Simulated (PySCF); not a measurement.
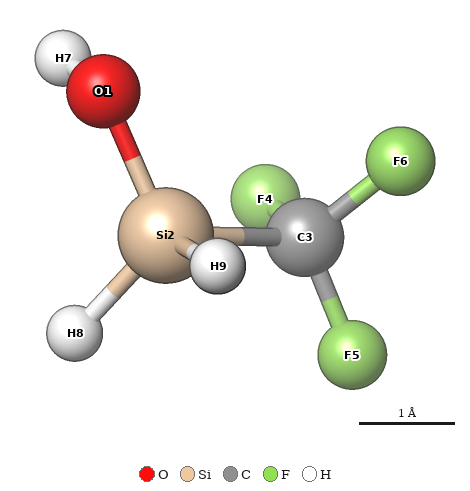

The input geometry of the first run (ball-and-stick view, seen at a tilt; atoms are numbered from 1 in the order of the input). Bond lengths as drawn: C–F 1.34 to 1.35 Å, C–Si 1.93 Å, H–O 0.96 Å, H–Si 1.48 to 1.49 Å and O–Si 1.66 Å.

# CH$_{3}$F$_{3}$OSi: one change and its effect

System: CH$_{3}$F$_{3}$OSi.
Method of the first run: GIAO PBE0/STO-3G NMR shielding, non-relativistic, gas phase (PySCF 2.14.0).

The geometry comes from this level: PBE0-D3(BJ)/def2-SVP. Text and figures count atoms from 1; the logs count them from 0 in places.

## Input file, the first run
```
{"job": {"kind": "nmr", "xc": "PBE0", "basis": "STO-3G", "pop": true}, "charge": 0, "multiplicity": 1}
O     -1.616987     0.876892     0.466321
Si    -0.754240    -0.325540    -0.276270
C      1.119317    -0.156233     0.157620
F      1.585192     1.056180    -0.199725
F      1.854633    -1.071253    -0.493977
F      1.366742    -0.302231     1.465215
H     -1.441537     1.785044     0.201893
H     -0.820895    -0.262426    -1.764145
H     -1.234410    -1.619276     0.262894
```

The first line tells a small driver script what to run in PySCF; the rest is the geometry in Å.

Launched with:
```bash
OMP_NUM_THREADS=1 python <driver script> task.json out
```

Hardware: 1 CPU thread, shared host.

## Output (the first run)
```
coarse grid: 8920 points
cycle   1  E = -694.2675903150  dE =  8.349e-01  |g| = 8.587e-01  |ddm| = 3.692e+00
cycle   2  E = -694.1261460089  dE =  1.414e-01  |g| = 1.174e+00  |ddm| = 2.667e+00
cycle   3  E = -694.5135987978  dE = -3.875e-01  |g| = 7.984e-02  |ddm| = 1.676e+00
cycle   4  E = -694.5154275595  dE = -1.829e-03  |g| = 3.997e-02  |ddm| = 1.849e-01
cycle   5  E = -694.5159470434  dE = -5.195e-04  |g| = 3.113e-03  |ddm| = 5.872e-02
cycle   6  E = -694.5159511433  dE = -4.100e-06  |g| = 7.580e-04  |ddm| = 8.176e-03
final grid: 85272 points
cycle   7  E = -694.4551608774  dE = -6.005e-06  |g| = 3.319e-03  |ddm| = 1.181e-02
cycle   8  E = -694.4551604504  dE =  4.270e-07  |g| = 3.520e-03  |ddm| = 9.186e-03
cycle   9  E = -694.4551642427  dE = -3.792e-06  |g| = 7.952e-05  |ddm| = 4.850e-03
cycle  10  E = -694.4551642446  dE = -1.944e-09  |g| = 3.329e-05  |ddm| = 1.594e-04
cycle  11  E = -694.4551642450  dE = -3.815e-10  |g| = 6.015e-06  |ddm| = 6.059e-05
converged SCF energy = -694.4551642450

GIAO shielding tensors (ppm)
atom      isotropic    diamagn.    paramagn.     s11        s22        s33       span
  0 O      419.716     375.189      44.527    300.007    440.649    518.492    218.485
  1 Si     565.488     868.088    -302.601    522.339    533.468    640.655    118.316
  2 C      134.859     257.164    -122.305    114.641    144.126    145.811     31.170
  3 F      393.518     455.577     -62.059    342.937    406.460    431.157     88.220
  4 F      392.096     454.395     -62.299    339.357    406.916    430.014     90.657
  5 F      393.614     454.572     -60.959    339.740    408.084    433.017     93.277
  6 H       35.870      30.038       5.832     27.984     32.593     47.034     19.050
  7 H       30.153      31.159      -1.006     25.875     27.923     36.660     10.785
  8 H       29.776      30.752      -0.976     25.644     27.390     36.296     10.653
```

For the second run the input was changed thus:
```diff
-"basis": "STO-3G"
+"basis": "6-31G"
```

Predict how the results change.

The total energy of the second run is 5659.7 kcal/mol lower, which measures the change of basis and not a stability. The HOMO goes from −3.96 to −8.98 eV. The LUMO goes from 6.82 to −0.07 eV. The dipole moment goes from 1.33 to 2.09 D. Of all shieldings, the largest change is that of F6, by −133.6 ppm. The SCF takes 12 iterations against 11. The basis functions go from 37 to 64.

## Output (the second run)
```
coarse grid: 8920 points
cycle   1  E = -703.2570104050  dE =  1.005e+00  |g| = 1.066e+00  |ddm| = 2.861e+00
cycle   2  E = -702.8591493173  dE =  3.979e-01  |g| = 1.815e+00  |ddm| = 2.373e+00
cycle   3  E = -703.4859301255  dE = -6.268e-01  |g| = 1.205e-01  |ddm| = 1.618e+00
cycle   4  E = -703.4877434889  dE = -1.813e-03  |g| = 7.810e-02  |ddm| = 1.693e-01
cycle   5  E = -703.4888068875  dE = -1.063e-03  |g| = 5.467e-03  |ddm| = 5.247e-02
cycle   6  E = -703.4888142294  dE = -7.342e-06  |g| = 2.198e-03  |ddm| = 7.921e-03
final grid: 85272 points
cycle   7  E = -703.4745313516  dE = -1.231e-05  |g| = 7.664e-03  |ddm| = 1.391e-02
cycle   8  E = -703.4745184776  dE =  1.287e-05  |g| = 1.146e-02  |ddm| = 1.380e-02
cycle   9  E = -703.4745418144  dE = -2.334e-05  |g| = 5.379e-04  |ddm| = 8.444e-03
cycle  10  E = -703.4745418618  dE = -4.740e-08  |g| = 1.338e-04  |ddm| = 4.996e-04
cycle  11  E = -703.4745418651  dE = -3.358e-09  |g| = 2.965e-05  |ddm| = 1.433e-04
cycle  12  E = -703.4745418654  dE = -2.399e-10  |g| = 4.519e-06  |ddm| = 3.799e-05
converged SCF energy = -703.4745418654

GIAO shielding tensors (ppm)
atom      isotropic    diamagn.    paramagn.     s11        s22        s33       span
  0 O      338.073     392.114     -54.041    288.208    340.004    386.006     97.798
  1 Si     442.857     877.959    -435.103    402.378    431.733    494.459     92.080
  2 C       67.075     248.376    -181.301     64.556     67.526     69.143      4.586
  3 F      260.792     474.522    -213.729    162.544    273.190    346.643    184.098
  4 F      263.217     474.007    -210.790    167.472    282.491    339.689    172.217
  5 F      260.023     473.695    -213.672    165.761    271.929    342.379    176.619
  6 H       32.225      28.766       3.459     23.847     27.766     45.061     21.214
  7 H       27.621      27.939      -0.318     23.717     26.088     33.057      9.340
  8 H       27.608      27.883      -0.275     23.965     25.818     33.042      9.077
```

## The two runs side by side

| quantity | the first run | the second run |
| --- | --- | --- |
| outcome | converged | converged |
| total energy (hartree) | −694.455164 | −703.474542 |
| HOMO (eV) | −3.96 | −8.98 |
| LUMO (eV) | 6.82 | −0.07 |
| dipole moment (D) | 1.33 | 2.09 |
| shielding of O1 (ppm) | 419.7 | 338.1 |
| shielding of Si2 (ppm) | 565.5 | 442.9 |
| shielding of C3 (ppm) | 134.9 | 67.1 |
| shielding of F4 (ppm) | 393.5 | 260.8 |
| shielding of F5 (ppm) | 392.1 | 263.2 |
| shielding of F6 (ppm) | 393.6 | 260.0 |
| shielding of H7 (ppm) | 35.9 | 32.2 |
| SCF iterations | 11 | 12 |
| basis functions | 37 | 64 |
| wall time (shared host) | 4.6 s | 9 s |
